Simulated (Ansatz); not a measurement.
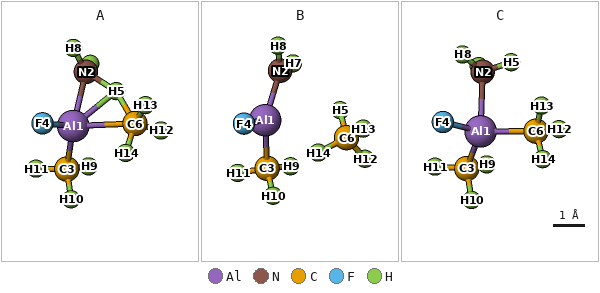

3 geometries from a converged minimum-energy path of C$_{2}$H$_{9}$AlFN, made up at the start of CH$_{5}$AlFN and CH₄, shuffled. A ball-and-stick model, seen from a free direction.

Theory: RKS CAM-B3LYP-D4/cc-pVDZ in Ansatz 0.2.0. Settings: 5 movable images; climbing image; force threshold 0.05 eV/Å; iteration limit 60; starting path through a guess of the saddle point.

> Which of them lies highest in energy?

A. In order along the path, whose images run from 0 to 6: B (image 1, +0.5 kcal/mol), A (image 3, +29.7 kcal/mol), C (image 5, −4.6 kcal/mol). Breaking: H5–C6 (1.10 → 1.41 at the top → 3.12 Å). Forming: Al1–C6 (3.13 → 2.18 at the top → 1.97 Å), N2–H5 (2.99 → 1.35 at the top → 1.02 Å).

Limits of the set-up: the start holds two separate molecules, 2.5 Å apart at their closest, whose relative position is a soft coordinate.

Cost: 4.2 min on 4 threads of Arm Neoverse N1 (shared host), peak memory 0.35 GiB.
